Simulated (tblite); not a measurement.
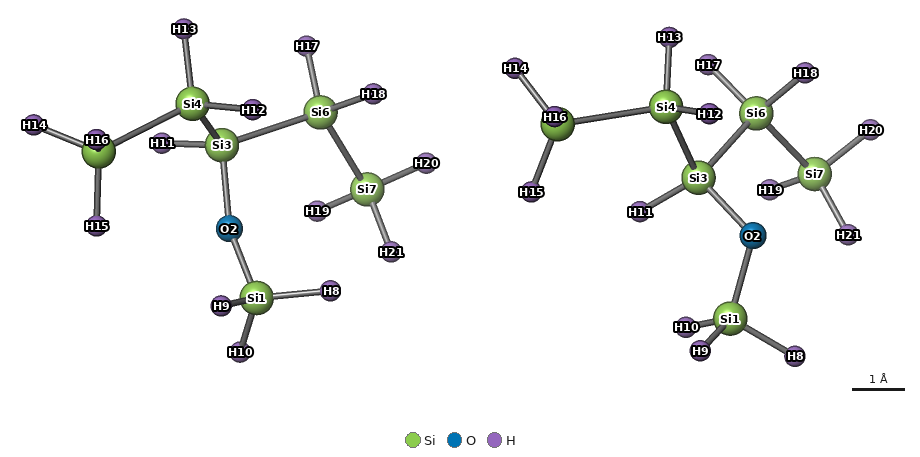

Two geometries of Si6H14O, drawn at one scale. One is the start of a relaxation, the other its converged end. A ball-and-stick model, seen from a free direction.

Theory: GFN2-xTB geometry optimisation, gas phase in tblite 0.8.0. 

Which of the two is the end point?

Answer. The left one is the relaxed one. The largest move after the best rigid fit is that of the O atom, 1.59 Å. By element the largest moves are O 1.59 Å, H 1.56 Å, Si 0.84 Å. Some distances before and after: Si–Si 2.853 → 3.183 Å, O–Si 1.709 → 1.608 Å, Si–Si 2.221 → 2.320 Å, O–Si 1.720 → 1.648 Å. Among the angles between lasting bonds that change: Si–O–Si 112.6° → 155.7°, Si–Si–Si 106.0° → 123.2°, O–Si–H 111.5° → 99.6°. Groups turn about O–Si by about 175°, O–Si by about 170°, Si–Si by about 45°. After 180 geometry steps the energy has fallen by 27.1 kcal/mol. Cost: 2.6 s on 1 thread of Arm Neoverse V1 (shared host).
